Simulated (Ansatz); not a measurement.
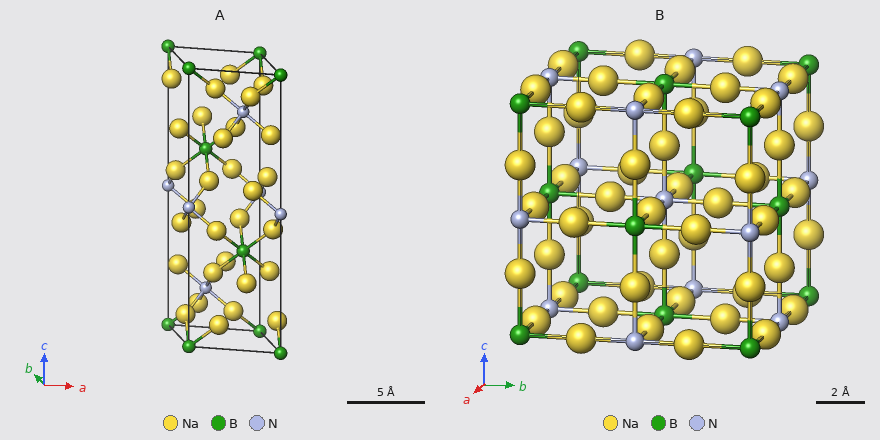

Two structures of Na6BN, each relaxed to rest (conventional cells in solid outline, small ones repeated, not to one scale). Method: Ansatz 0.2.0, DFT PBE, scalar-relativistic, plane waves, PAW, without spin polarisation.

**Which two forms are compared?**

A: 24 atoms a cell on a rhombohedral (trigonal R) lattice, R-3. B: 32 atoms a cell on a face-centred cubic lattice, Fm-3m.

**Which of the two does the method prefer?**

A is lower, by 26 meV/atom at this level of theory (energies at zero smearing). Volumes: A 26.4, B 31.5 Å³/atom.

One or both may be structure types tried for this composition rather than known phases.
